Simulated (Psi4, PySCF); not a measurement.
Two rigid molecules brought together: CH2O2 ··· CHN (SMILES O=CO and C#N). Monomers: optimised at B3LYP-D3(BJ) (def2-TZVP), held rigid. Orientation: a random orientation, not optimised. Only R, the distance of the centres of mass, is varied, so the lowest point isn't the relaxed dimer.

Geometry at R = 3.73 Å (first 5 atoms: monomer A):
```
8

O      0.8136    -0.5324    -0.0621
C     -0.4198     0.0009    -0.0491
O     -0.6803     1.1288     0.2544
H      1.4376     0.1588     0.2164
H     -1.1510    -0.7561    -0.3596
C     -3.9779     0.0603     0.5172
N     -3.3390    -0.0666     1.4603
H     -4.5725     0.1784    -0.3605
```

Methods: RKS-B3LYP/6-31G* = PySCF with restricted B3LYP/6-31G*, spherical d, no counterpoise correction; RKS-B3LYP/6-311+G** = PySCF 2.14.0 with restricted B3LYP/6-311+G**, spherical d, no counterpoise correction; RHF/STO-3G = restricted Hartree-Fock/STO-3G, no counterpoise correction in PySCF 2.14.0; MP2/aug-cc-pVDZ = DF-MP2/aug-cc-pVDZ, frozen core, counterpoise-corrected run with Psi4; PBE0-D3(BJ)/def2-TZVP, counterpoise-corrected (Psi4).

Interaction energies in kJ/mol (negative: bound); R is the distance of the centres of mass, d the H5···N7 distance.

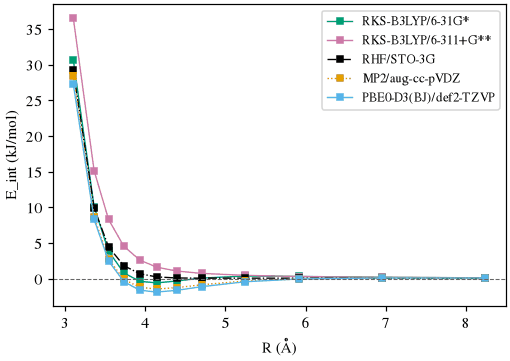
Figure: Interaction energy against separation.

```tsv
R / Å	d / Å	RKS-B3LYP/6-31G*	RKS-B3LYP/6-311+G**	RHF/STO-3G	MP2/aug-cc-pVDZ	PBE0-D3(BJ)/def2-TZVP
3.10	2.40	30.71	36.56	29.23	28.47	27.31
3.36	2.62	10.09	15.16	9.92	8.68	8.33
3.54	2.77	3.88	8.32	4.47	2.78	2.52
3.73	2.93	0.84	4.58	1.85	-0.07	-0.40
3.93	3.10	-0.35	2.63	0.71	-1.20	-1.60
4.14	3.29	-0.57	1.64	0.27	-1.43	-1.85
4.39	3.51	-0.31	1.09	0.12	-1.23	-1.61
4.70	3.80	0.10	0.76	0.09	-0.83	-1.10
5.24	4.30	0.39	0.49	0.10	-0.31	-0.41
5.91	4.94	0.33	0.32	0.09	-0.02	-0.02
6.95	5.94	0.22	0.20	0.07	0.09	0.12
8.24	7.19	0.14	0.14	0.05	0.09	0.11
```

Lowest grid point: RKS-B3LYP/6-31G* -0.57 kJ/mol at R = 4.14 Å; RKS-B3LYP/6-311+G** 0.14 kJ/mol at R = 8.24 Å; RHF/STO-3G 0.05 kJ/mol at R = 8.24 Å; MP2/aug-cc-pVDZ -1.43 kJ/mol at R = 4.14 Å; PBE0-D3(BJ)/def2-TZVP -1.85 kJ/mol at R = 4.14 Å.
